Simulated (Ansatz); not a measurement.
# O2 (triplet): correlated methods under varied settings at distance O1–O2 = 3.232 Å

What do other methods and options give for O2 (triplet) at this geometry, and how long do they take?

Method: the settings change from run to run; program: Ansatz 0.2.0, Gaussian basis.

24 further runs of the same task are left out: 4 for a known fault of the program, 18 that didn't finish, 2 set aside as unsound or not needed.

## 1. The system

The geometry derives from a PBE0/def2-TZVP stationary point (not a proven minimum). One bond is set to the value named and the two fragments are kept rigid.

2 atoms, charge 0, spin multiplicity 3.

Atoms are counted from 1 here; the program's logs count them from 0.

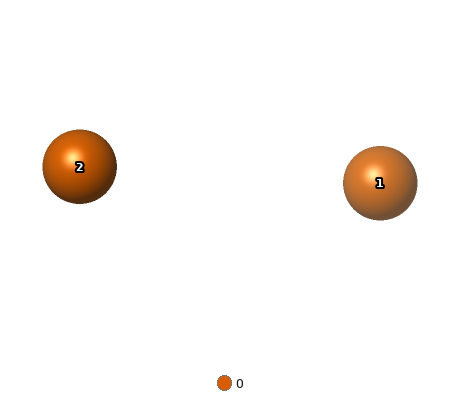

The geometry (oxygen orange); atoms are numbered from 1 in the order of the file.

Geometry (Å):

```tsv
atom	x (Å)	y (Å)	z (Å)
O1	0.0000	0.0000	0.0000
O2	0.0000	0.0000	3.2320
```

## 2. MRCISD+Q(2,4)/6-31G

File in.yaml:

```yaml
crystal:
  periodic: [false, false, false]
  atoms:
    - {symbol: O, position_ang: [0.000000, 0.000000, 0.000000]}
    - {symbol: O, position_ang: [0.000000, 0.000000, 3.232000]}
basis:
  gaussian: {orbitals: 6-31G}
magnetization: {spin_polarized: false, initial_magnetization: 2}
correlation: {method: fic_mrcisd_q, electrons: outside_noble_gas, active_space: {window: {electrons: 2, orbitals: 4}}}
```

On the command line:

```bash
$ ansatz run in.yaml --threads 1 --pin off --events-out ev --progress --plain --max-ram 2393MiB
```

The program printed, shortened:

```text
Functional definition: HF
  name "HF"
  cite "Fock, Z. Phys. 61, 126 (1930) doi:10.1007/BF01340294"
  parent pbe
[...]
151 factors; integrals over basis functions are off by at most 1.2e-4 eV
[...]
mean field -4066.34552167 eV, -149.4354416535 hartree, gradient 2.0e-6 eV, S^2 2.000000; 24 other end points of the search recorded, 0 dependent functions left out
reference -4060.84059620 eV, -149.2331393736 hartree; 9, 7 occupied and 9, 11 virtual orbitals, 151 factors
state -4066.45623854 eV, -149.4395104232 hartree
contracted CI cycle   1: correlation 0.00000000 eV, 0.0000000000 hartree, residual 1.74e1 eV
contracted CI cycle   2: correlation -3.50301347 eV, -0.1287333706 hartree, residual 2.66e0 eV
contracted CI cycle   3: correlation -3.63664493 eV, -0.1336442361 hartree, residual 7.52e-1 eV
contracted CI cycle   4: correlation -3.66768393 eV, -0.1347848983 hartree, residual 8.86e-1 eV
contracted CI cycle   5: correlation -3.69885359 eV, -0.1359303623 hartree, residual 7.31e-1 eV
contracted CI cycle   6: correlation -3.70900586 eV, -0.1363034515 hartree, residual 2.67e-1 eV
contracted CI cycle   7: correlation -3.71005443 eV, -0.1363419855 hartree, residual 9.97e-2 eV
contracted CI cycle   8: correlation -3.71021708 eV, -0.1363479630 hartree, residual 2.93e-2 eV
contracted CI cycle   9: correlation -3.71024108 eV, -0.1363488446 hartree, residual 1.56e-2 eV
contracted CI cycle  10: correlation -3.71024462 eV, -0.1363489750 hartree, residual 5.44e-3 eV
[...]
contracted CI cycle   5: correlation -9.77817823 eV, -0.3593414221 hartree, residual 1.06e0 eV
contracted CI cycle   6: correlation -9.81438954 eV, -0.3606721631 hartree, residual 6.94e-1 eV
contracted CI cycle   7: correlation -9.82321778 eV, -0.3609965951 hartree, residual 2.31e-1 eV
contracted CI cycle   8: correlation -9.82385977 eV, -0.3610201878 hartree, residual 4.64e-2 eV
contracted CI cycle   9: correlation -9.82389410 eV, -0.3610214494 hartree, residual 1.13e-2 eV
contracted CI cycle  10: correlation -9.82389617 eV, -0.3610215252 hartree, residual 3.47e-3 eV
contracted CI cycle  11: correlation -9.82389636 eV, -0.3610215324 hartree, residual 1.18e-3 eV
contracted CI cycle  12: correlation -9.82389638 eV, -0.3610215332 hartree, residual 4.96e-4 eV
contracted CI cycle  13: correlation -9.82389639 eV, -0.3610215334 hartree, residual 3.49e-4 eV
contracted CI cycle  14: correlation -9.82389639 eV, -0.3610215335 hartree, residual 3.32e-4 eV
contracted CI cycle  15: correlation -9.82389640 eV, -0.3610215336 hartree, residual 1.61e-4 eV
contracted CI cycle  16: correlation -9.82389640 eV, -0.3610215337 hartree, residual 6.28e-5 eV
contracted CI cycle  17: correlation -9.82389640 eV, -0.3610215337 hartree, residual 3.42e-5 eV
state -4060.84406396 eV, -149.2332668115 hartree; corrected -4080.17579405 eV, -149.9436947887 hartree
state -4060.84406396 eV, -149.2332668115 hartree; corrected -4080.17579405 eV, -149.9436947887 hartree
WARN: 2 active orbitals are nearly empty or full. The corrections depend on them more than the energy does, and are more stable in an active space without them
WARN: the results are in doubt because another end's mean lies 5.612 eV lower, and its corrected mean 9.672 eV higher
Total energy: -4080.17579405 eV, -149.9436947887 hartree
In doubt: another end's mean lies 5.612 eV lower, and its corrected mean 9.672 eV higher
```

It took 4.4 s on 1 thread of Arm Neoverse V1, shared host.

From the report: 16 determinants; active occupations 1.00, 1.00, 0.00, 0.00. Mind the lines of doubt at the end of the log.

## 3. HF/STO-3G

File in.yaml:

```yaml
crystal:
  periodic: [false, false, false]
  atoms:
    - {symbol: O, position_ang: [0.000000, 0.000000, 0.000000]}
    - {symbol: O, position_ang: [0.000000, 0.000000, 3.232000]}
basis:
  gaussian: {orbitals: STO-3G}
magnetization: {spin_polarized: false, initial_magnetization: 2}
hamiltonian: {xc: hf}
output: {forces: true, orbitals: {seedname: orbitals}}
```

Launched as before.

The program printed, shortened:

```text
Functional definition: HF
  name "HF"
  cite "Fock, Z. Phys. 61, 126 (1930) doi:10.1007/BF01340294"
  parent pbe
[...]
127 factors; integrals over basis functions are off by at most 1.8e-6 eV
[...]
mean field -4012.76790789 eV, -147.4665006631 hartree, gradient 2.5e-7 eV, S^2 2.000000; 7 other end points of the search recorded, 0 dependent functions left out
[...]
reference -4012.76790789 eV, -147.4665006631 hartree; 9, 7 occupied and 1, 3 virtual orbitals, 127 factors
Total energy: -4012.76790789 eV, -147.4665006631 hartree
Atom 0 at     0.000000     0.000000     0.000000 Å, force     0.000000     0.000000     0.026915 eV/Å
Atom 1 at     0.000000     0.000000     3.232000 Å, force    -0.000000    -0.000000    -0.026915 eV/Å
Dipole moment:     0.000000     0.000000    -0.001397 e Å
```

Run time: 0.15 s. Hardware: 1 thread of Arm Neoverse V1, shared host.

## 4. CASCI(6,8)/6-31G

File in.yaml:

```yaml
crystal:
  periodic: [false, false, false]
  atoms:
    - {symbol: O, position_ang: [0.000000, 0.000000, 0.000000]}
    - {symbol: O, position_ang: [0.000000, 0.000000, 3.232000]}
basis:
  gaussian: {orbitals: 6-31G}
magnetization: {spin_polarized: false, initial_magnetization: 2}
correlation: {active_space: {window: {electrons: 6, orbitals: 8}, fixed_orbitals: true}}
scf: {lower_state_search: full}
```

Launched as before.

The program printed, shortened:

```text
Functional definition: HF
  name "HF"
  cite "Fock, Z. Phys. 61, 126 (1930) doi:10.1007/BF01340294"
  parent pbe
[...]
151 factors; integrals over basis functions are off by at most 1.2e-4 eV
[...]
mean field -4066.34552167 eV, -149.4354416535 hartree, gradient 1.2e-8 eV, S^2 2.000000; 33 other end points of the search recorded, 0 dependent functions left out
reference -4066.34552167 eV, -149.4354416535 hartree; 9, 7 occupied and 9, 11 virtual orbitals, 151 factors
state -4069.28863626 eV, -149.5435991195 hartree
WARN: the results are in doubt because the space or a class takes a part of the degenerate orbitals at -15.5792 eV
Total energy: -4069.28863626 eV, -149.5435991195 hartree
In doubt: the space or a class takes a part of the degenerate orbitals at -15.5792 eV
```

It took 0.78 s on 1 thread of Arm Neoverse V1, shared host.

From the report: 780 determinants; active occupations 2.00, 1.00, 1.00, 1.00, 1.00, 0.00, 0.00, 0.00. Mind the lines of doubt at the end of the log.

## 5. NEVPT2(4,4)/6-31G*

File in.yaml:

```yaml
crystal:
  periodic: [false, false, false]
  atoms:
    - {symbol: O, position_ang: [0.000000, 0.000000, 0.000000]}
    - {symbol: O, position_ang: [0.000000, 0.000000, 3.232000]}
basis:
  gaussian: {orbitals: "6-31G*"}
magnetization: {spin_polarized: false, initial_magnetization: 2}
correlation: {method: sc_nevpt2, electrons: all, active_space: {window: {electrons: 4, orbitals: 4}}}
accuracy: high
```

Same command.

The program printed, shortened:

```text
Functional definition: HF
  name "HF"
  cite "Fock, Z. Phys. 61, 126 (1930) doi:10.1007/BF01340294"
  parent pbe
[...]
406 factors; integrals over basis functions are off by at most 4.0e-9 eV
[...]
mean field -4066.38956738 eV, -149.4370603034 hartree, gradient 5.4e-9 eV, S^2 2.000000; 21 other end points of the search recorded, 0 dependent functions left out
reference -4060.89471868 eV, -149.2351283382 hartree; 9, 7 occupied and 21, 23 virtual orbitals, 406 factors
state -4069.68979335 eV, -149.5583413709 hartree
state -4069.68979335 eV, -149.5583413709 hartree; corrected -4075.34086368 eV, -149.7660143751 hartree
state -4066.71513467 eV, -149.4490246808 hartree
state -4066.71513467 eV, -149.4490246808 hartree; corrected -4072.41267107 eV, -149.6584052815 hartree
state -4069.68979335 eV, -149.5583413709 hartree; corrected -4075.34086368 eV, -149.7660143751 hartree
Total energy: -4075.34086368 eV, -149.7660143751 hartree
```

Run time: 6 s. Hardware: 1 thread of Arm Neoverse V1, shared host.

From the report: 18 determinants; active occupations 1.00, 1.00, 1.00, 1.00.

## 6. All runs side by side

Where basis and cores are those of an earlier FCI/6-31G run (-4072.9435 eV), and the state is the same kind, the miss against it is given. † marks a result that the program doubts.

```tsv
level	correlated	functions	energy (eV)	from FCI (meV)	time
MRCISD+Q(2,4)/6-31G †	outside noble gas	18	-4080.1758	-7232.3	4.4 s
HF/STO-3G		10	-4012.7679		0.15 s
CASCI(6,8)/6-31G †		18	-4069.2886	3654.9	0.78 s
NEVPT2(4,4)/6-31G*	all	30	-4075.3409		6 s
```

## 7. Outcome

| quantity | value |
| --- | --- |
| runs | 4 |
| quickest | HF/STO-3G, 0.15 s |
| slowest | NEVPT2(4,4)/6-31G*, 6 s |

What this shows: Total energies in different bases, with other cores or another treatment of relativity can't be set against each other. NEVPT2(4,4)/6-31G* took 40 times as long as HF/STO-3G; the jobs differ in more than the method. Hartree-Fock, CASSCF and CASCI lack dynamic correlation by design.
